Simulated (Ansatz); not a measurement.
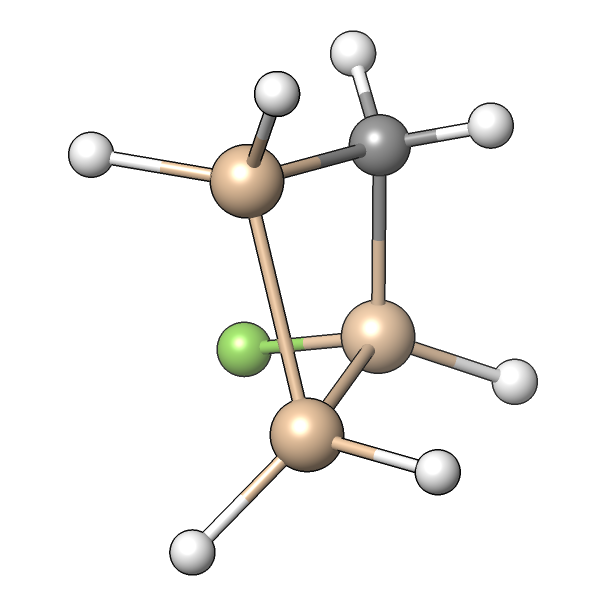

A ball-and-stick model of a molecule. Every bond is drawn as one stick, whatever its order. Colours: fluorine green, silicon light orange, carbon grey, hydrogen white.

Computed geometry: PBE0-D4/def2-TZVP optimisation. No frequency run is at hand to confirm it as a minimum.

Count the atoms of each element.

Answer. CH7FSi3, 12 atoms: 1 carbon, 7 hydrogen, 1 fluorine and 3 silicon.

How many bonds of each kind are drawn?

Answer. 5 Si–H, 2 C–Si, 2 Si–Si, 2 C–H, 1 F–Si.

Name some functional groups or characteristic bonds that it holds.

Answer. Among them: Si–H bond.

What is the point group of this geometry?

Answer. C1.

More results for the same structure follow; atom numbers are the same in all pictures, views and colours differ.

Geometry

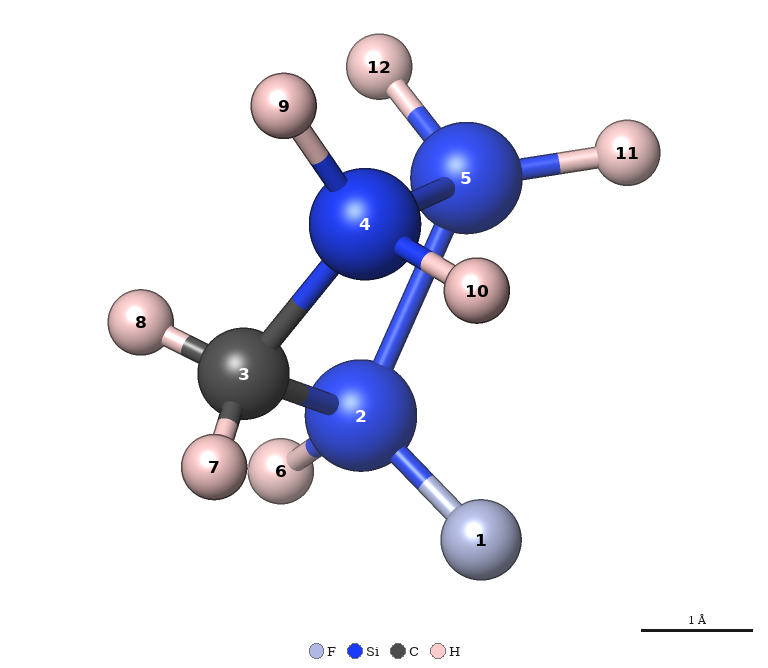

No frequency run is at hand to confirm it as a minimum.

Which atoms are bonded, and how long are the bonds?

```csv
bond,length (Å),order
F1–Si2,1.608,single
Si2–C3,1.879,single
Si2–Si5,2.353,single
Si2–H6,1.488,single
C3–Si4,1.901,single
C3–H7,1.092,single
C3–H8,1.097,single
Si4–Si5,2.354,single
Si4–H9,1.488,single
Si4–H10,1.488,single
Si5–H11,1.485,single
Si5–H12,1.490,single
```

Levels of theory compared

No frequency run is at hand to confirm it as a minimum. Program: Ansatz 0.2.0.

Tabulate HOMO–LUMO gap (eV) at these levels: B3LYP-D4/def2-TZVPP; PBE-D4/def2-TZVPP; PBE0-D4/def2-TZVPP; r2SCAN-D4/def2-TZVPP; ωB97M-V/def2-TZVPP; ωB97X-V/def2-TZVPP.

```
               level  HOMO–LUMO gap (eV)
 B3LYP-D4/def2-TZVPP                6.11
   PBE-D4/def2-TZVPP                4.53
  PBE0-D4/def2-TZVPP                6.42
r2SCAN-D4/def2-TZVPP                4.98
  ωB97M-V/def2-TZVPP               10.22
  ωB97X-V/def2-TZVPP               10.71
```

Dipole moment

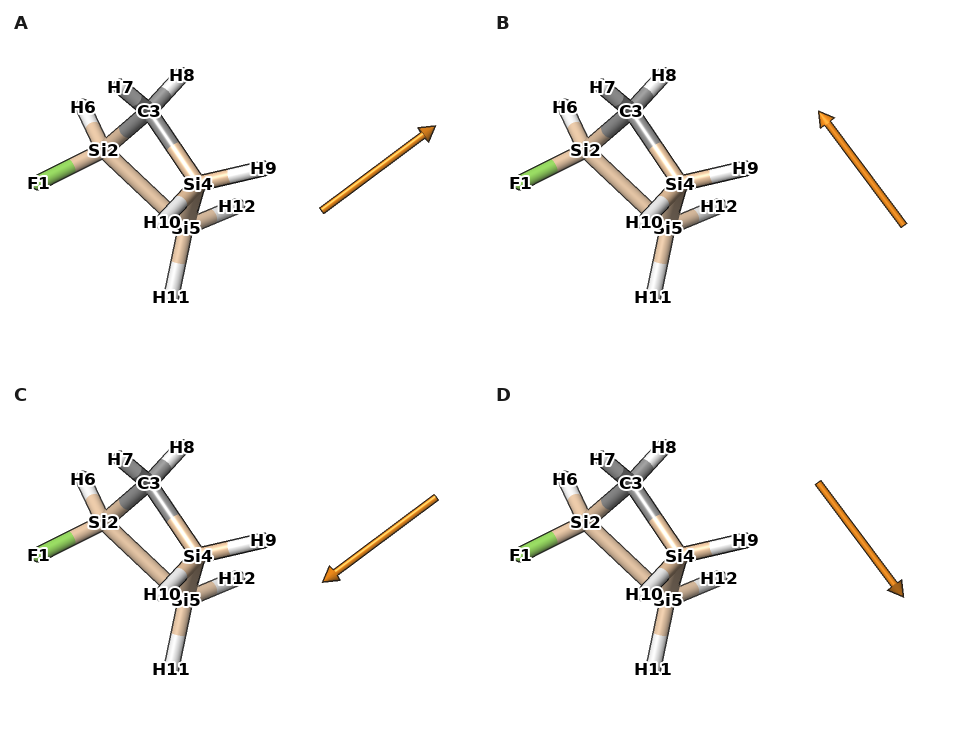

The same molecule four times, each with an arrow. No frequency run is at hand to confirm it as a minimum. Level of theory: RKS B3LYP-D4/def2-TZVPP (Ansatz 0.2.0).

Which arrow points along the dipole moment, from the negative to the positive end?

Answer. A. The dipole moment is 1.51 D; it points from the side of F1 to the side of H8, H9 (the outermost atoms at the two ends).

Charges

The questions are on Mulliken charges. No frequency run is at hand to confirm it as a minimum. Method: RKS PBE0-D4/def2-TZVP (Ansatz 0.2.0).

Which atom carries the highest charge (most positive or least negative)?

Answer. Si2 (0.48 e).

And the lowest?

Answer. C3 (−0.45 e).

List the Mulliken charges.

```csv
atom,value (e)
F1,−0.32
Si2,0.48
C3,−0.45
Si4,0.12
Si5,−0.07
H6,−0.04
H7,0.15
H8,0.15
H9,−0.01
H10,0.00
H11,0.00
H12,0.00
```

Mulliken values depend strongly on the basis set and can even reverse the polarity of a bond.
